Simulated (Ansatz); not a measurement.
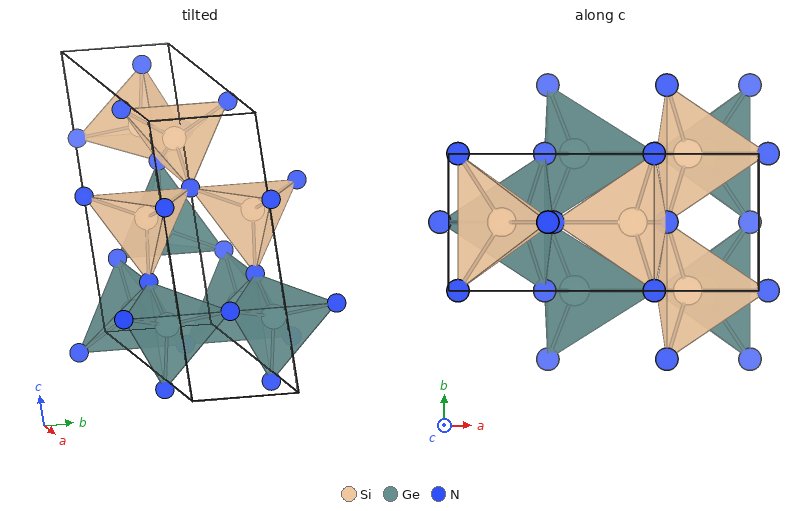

Shown here is a polyhedral view of the crystal, taken slightly off an axis and along the c axis. One conventional unit cell is framed, with atoms on its boundary repeated. Some atoms of the next cells are drawn as well.

Si$_{3}$Ge$_{3}$N$_{8}$, space group Pm (No. 6), a = 7.809 Å, b = 2.992 Å, c = 7.835 Å, α = 90.00°, β = 119.88°, γ = 90.00°. Its origin is a structure type filled with these elements by a generator (whether the compound takes this form wasn't checked). Earlier steps of the study may have refined or changed the cell and positions. It was run through Ansatz as a DFT input.

This one geometry was computed with Ansatz (DFT, plane waves, PAW) at five levels of theory: HSE06, r2SCAN, PBE0, PBE and PBE with spin-orbit coupling. It was relaxed beforehand with r2SCAN.

Which level gives the highest pressure at this volume, and what does that say about its equilibrium volume?

Highest: PBE (6.1 GPa) and PBE with spin-orbit coupling (6.1 GPa), which points to the largest equilibrium volume. Lowest, with the smallest volume: HSE06 (-0.6 GPa) and PBE0 (-0.8 GPa). Levels within 0.5 GPa of each other can't be told apart.

How does the band gap change with the level of theory?

PBE: a gap of 3.38 eV, indirect; PBE with spin-orbit coupling: a gap of 3.38 eV, indirect; r2SCAN: a gap of 3.90 eV, indirect; HSE06: a gap of 4.91 eV, indirect; PBE0: a gap of 5.66 eV, indirect.

Collect the results in a table.

| level | cutoff (eV) | k-mesh of the run's cell | gap (eV) | pressure (GPa) |
| --- | --- | --- | --- | --- |
| HSE06 | 420 | 2×6×2 | 4.91 | -0.6 |
| r2SCAN | 500 | 4×8×4 | 3.90 | 0.0 |
| PBE0 | 420 | 2×6×2 | 5.66 | -0.8 |
| PBE | 420 | 4×8×4 | 3.38 | 6.1 |
| PBE with spin-orbit coupling | 420 | 4×8×4 | 3.38 | 6.1 |

Gaps are taken on the k-mesh or band path of each run.
